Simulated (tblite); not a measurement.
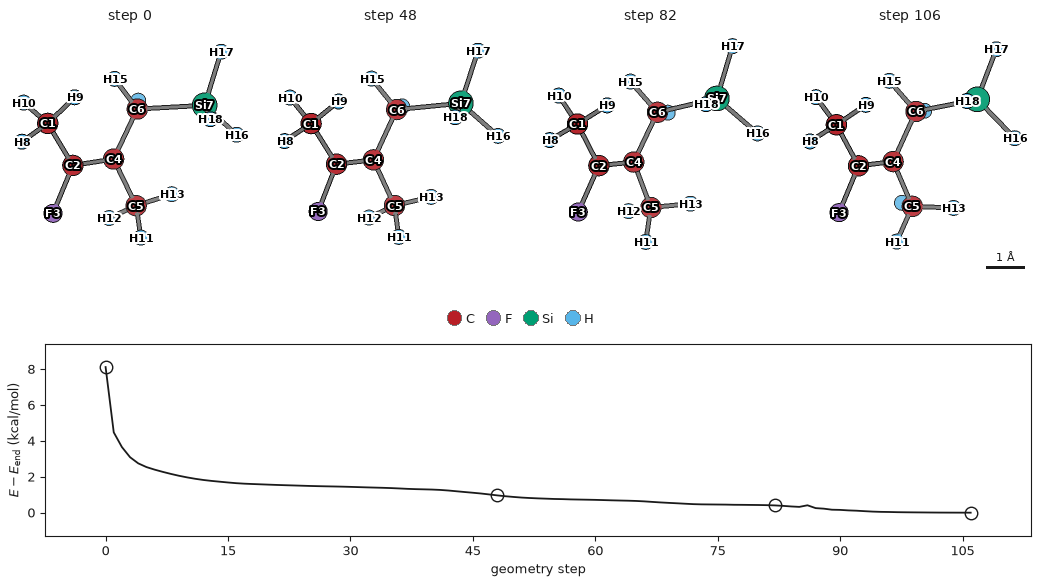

Frames of a relaxation of C₅H₁₁FSi, marked on the history of the run. Style: ball-and-stick. Shown at a tilt.

Computed with GFN2-xTB geometry optimisation, gas phase (tblite 0.8.0). 

### What happens along the run?

The largest move after the best rigid fit is that of an H atom, 0.82 Å. By element the largest moves are H 0.82 Å, C 0.31 Å, F 0.28 Å, Si 0.28 Å. Among the contacts that change: C–Si 1.870 → 1.911 Å, C–H 1.130 → 1.090 Å, C–C 1.522 → 1.499 Å, C–C 1.471 → 1.494 Å. Among the angles between lasting bonds that change: H–C–H 114.2° → 109.0°, C–C–F 117.5° → 112.7°, C–C–C 123.3° → 128.1°. Groups turn about C–C by about 45°, C–C by about 25°. The energy falls by 8.11 kcal/mol in 106 geometry steps. From step 0 to 48: H atoms move most (0.42 Å), energy −7.15 kcal/mol. From step 48 to 82: H atoms move most (0.43 Å), energy −0.56 kcal/mol. From step 82 to 106: an H atom moves most (0.43 Å), energy −0.40 kcal/mol.

```csv
step,"E − E(0), kcal/mol"
0,0.00
1,-3.64
2,-4.46
3,-5.02
4,-5.37
5,-5.57
6,-5.71
7,-5.84
8,-5.95
9,-6.06
10,-6.15
15,-6.43
20,-6.55
25,-6.62
30,-6.68
35,-6.74
40,-6.82
45,-7.00
50,-7.24
55,-7.35
61,-7.41
66,-7.48
71,-7.61
76,-7.66
81,-7.69
86,-7.70
91,-7.99
96,-8.07
101,-8.10
106,-8.11
```
